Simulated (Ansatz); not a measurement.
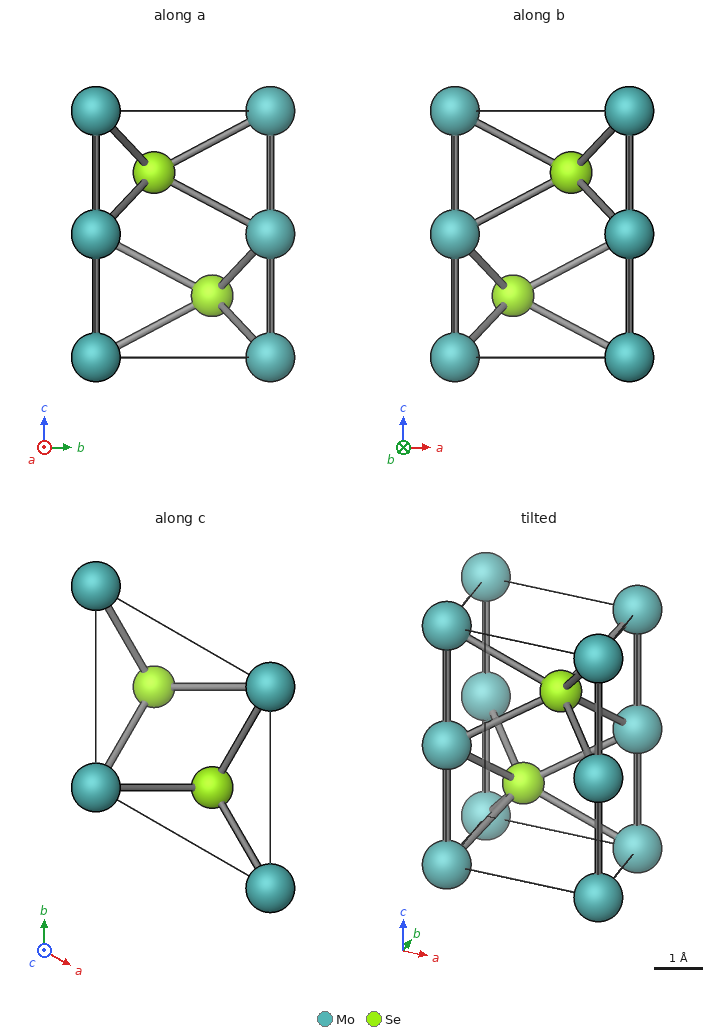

A ball-and-stick picture of a crystal structure, seen along the a axis, along the b axis, along the c axis and slightly off an axis. Thin lines show the conventional unit cell, with boundary atoms drawn in all their periodic places.

Lattice parameters: a = 4.2366 Å, b = 4.2366 Å, c = 5.1837 Å, α = 90.000°, β = 90.000°, γ = 120.000°.

> Transcribe the picture into a CIF with its space group and independent sites.

```cif
data_structure
_symmetry_space_group_name_H-M 'P 63/m m c'
_symmetry_Int_Tables_number 194
_cell_length_a 4.2366
_cell_length_b 4.2366
_cell_length_c 5.1837
_cell_angle_alpha 90.000
_cell_angle_beta 90.000
_cell_angle_gamma 120.000
_cell_volume 80.58
loop_
_atom_site_label
_atom_site_type_symbol
_atom_site_symmetry_multiplicity
_atom_site_Wyckoff_symbol
_atom_site_fract_x
_atom_site_fract_y
_atom_site_fract_z
_atom_site_occupancy
Mo1 Mo 2 a 0.0000 0.0000 0.0000 1
Se1 Se 2 c 0.3333 0.6667 0.2500 1
```

The structure was taken from a structure type filled with these elements by a generator (whether the compound takes this form wasn't checked). It was relaxed at fixed volume with DFT PBE, scalar-relativistic, plane waves, PAW (Ansatz).

At this level of theory the run's own cell isn't at rest (stretched, at -11 GPa), so its distances can differ from those at equilibrium, the more so the softer the solid.
